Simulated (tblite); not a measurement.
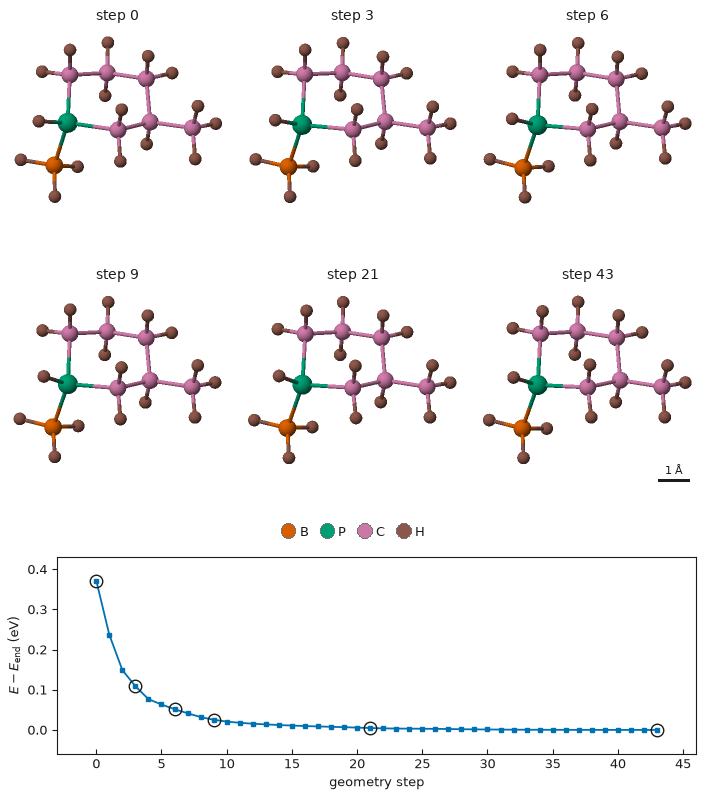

Frames of a relaxation of C6H16BP, marked on the history of the run. Style: ball-and-stick. Shown at a tilt.

All numbers below come from GFN2-xTB geometry optimisation, gas phase (tblite). 

### Describe the path.

The atom that moves furthest after the best rigid fit is an H atom (0.19 Å). By element the largest moves are H 0.19 Å, B 0.18 Å, P 0.15 Å, C 0.06 Å. Some distances before and after: C–P 1.807 → 1.842 Å, B–P 1.886 → 1.913 Å, C–H 1.117 → 1.093 Å, H–P 1.418 → 1.399 Å. Bond angles that change, for instance: C–P–H 110.4° → 99.9°, B–P–H 109.2° → 117.8°, B–P–C 110.7° → 118.1°. After 43 geometry steps the energy has fallen by 0.372 eV. From step 0 to 3: the P atom moves most (0.08 Å), energy −0.263 eV. From step 3 to 6: an H atom moves most (0.08 Å), energy −0.057 eV. From step 6 to 9: an H atom moves most (0.07 Å), energy −0.026 eV. From step 9 to 21: an H atom moves most (0.08 Å), energy −0.021 eV. From step 21 to 43: H atoms move most (0.06 Å), energy −0.005 eV.

```
step  E − E(0), eV
   0        0.0000
   1       -0.1348
   2       -0.2228
   3       -0.2627
   4       -0.2950
   5       -0.3083
   6       -0.3199
   7       -0.3301
   8       -0.3396
   9       -0.3463
  10       -0.3509
  12       -0.3561
  13       -0.3579
  15       -0.3608
  17       -0.3629
  19       -0.3648
  20       -0.3659
  22       -0.3677
  24       -0.3685
  26       -0.3690
  27       -0.3694
  29       -0.3702
  31       -0.3708
  33       -0.3712
  34       -0.3713
  36       -0.3714
  38       -0.3715
  40       -0.3716
  41       -0.3716
  43       -0.3717
```
